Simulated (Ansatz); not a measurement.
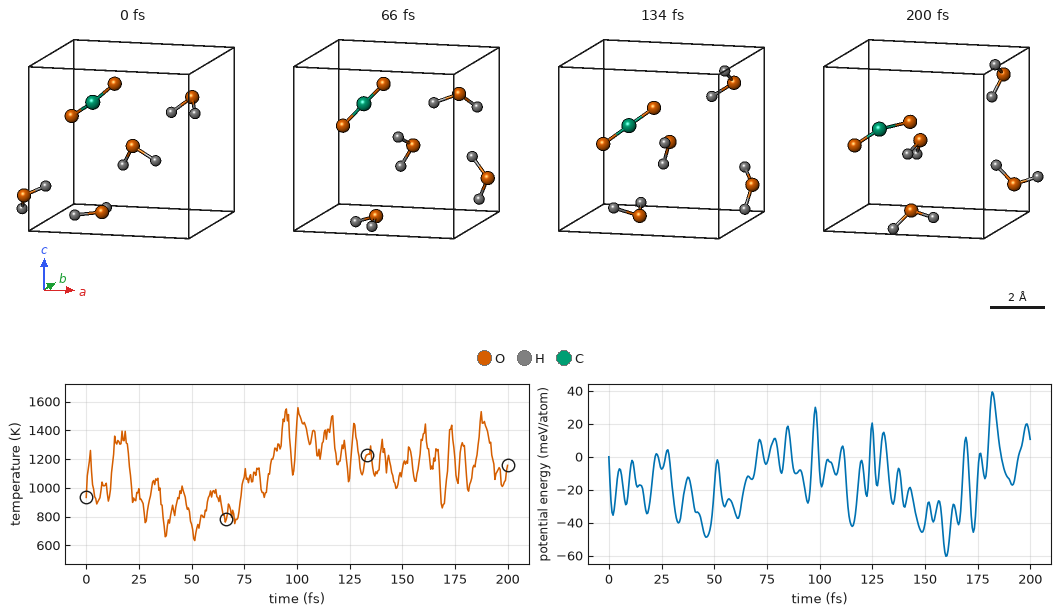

Molecular dynamics of a periodic cell with 4 H2O + 1 CO2 at 0.797 g/cm³, 200 fs long. It starts from the last geometry of an earlier run, with fresh velocities. Frames and the history of the run. Style: ball-and-stick. Shown: the simulation cell, slightly off an axis. Atoms that leave the cell re-enter on the other side.

These are results of DFT PBE-D3(BJ), scalar-relativistic, plane waves, PAW in Ansatz 0.2.0, not measurements. Set-up: plane-wave cutoff 420 eV; k-point mesh 1 × 1 × 1; Fermi-Dirac smearing 0.02 eV; low-accuracy preset; Langevin thermostat (NVT); set temperature 1000 K; time step 0.5 fs; H given the mass 2.014 u; friction 0.02 per fs.

Input
```yaml
accuracy: low
crystal:
  lattice:
    - [6.229962, 0.0, 0.0]
    - [0.0, 6.229962, 0.0]
    - [0.0, 0.0, 6.229962]
  atoms:
    - { symbol: O, position: [0.96906675, 0.99074774, 0.21253354] }
    - { symbol: H, position: [1.1002621, 1.00462529, 0.2730845] }
    - { symbol: H, position: [0.92604586, 1.10043157, 0.11169859] }
    - { symbol: O, position: [0.61057453, 0.12111752, 0.52157129] }
    - { symbol: H, position: [0.53100549, 0.19055805, 0.39097775] }
    - { symbol: H, position: [0.75980021, 0.09857735, 0.44262303] }
    - { symbol: O, position: [0.92966981, 0.3035382, 0.80431532] }
    - { symbol: H, position: [0.98796156, 0.16084811, 0.73023955] }
    - { symbol: H, position: [0.80311949, 0.29240033, 0.70757314] }
    - { symbol: O, position: [0.42007815, 0.11553955, 0.11147207] }
    - { symbol: H, position: [0.26636002, 0.0595165, 0.09529213] }
    - { symbol: H, position: [0.4023979, 0.27261477, 0.11105406] }
    - { symbol: C, position: [0.19205937, 0.7184717, 0.67011039] }
    - { symbol: O, position: [0.04516874, 0.77392707, 0.57071989] }
    - { symbol: O, position: [0.3396838, 0.68127394, 0.79629406] }
basis:
  ecutwfc: 420.0
kpoints:
  mp_grid: { grid: [1, 1, 1] }
hamiltonian:
  xc: pbe
  dispersion: d3bj
scf:
  occupations: { method: fermi_dirac, width: 0.02 }
  lower_state_search: "off"
md:
  timestep: 0.5
  n_steps: 400
  ensemble: nvt_langevin
  temperature: 1000.0
  initial_velocities: maxwell_boltzmann
  seed: 148352
  friction: 0.02
  masses: [{ species: H, mass: 2.014 }]
```

Run as
```bash
ansatz run input.yaml --threads 1 --pin off --max-ram 3072MiB --backend cpu --events-out ev --progress --plain --runs-dir out
```

Q: What happens in this trajectory?

A: Root-mean-square distances from the starting positions over the second half, with the common drift of all atoms taken out: H 1.29 Å, C 1.06 Å, O 1.02 Å. The molecules turn and drift from their places. Over the second half the temperature averages 1225 K (spread ±143 K). The potential energy in the second half lies on average 14.6 meV per atom below the first frame.

Limits of the set-up: the program's low-accuracy preset was used; masses were changed (H 2.014 u), which shifts the vibrations; the periodic images lie only 6.2 Å apart, so the values are limited by the cell's size.

Cost: 12 min on 1 thread of Arm Neoverse N1, on a shared host, peak memory 0.37 GiB.
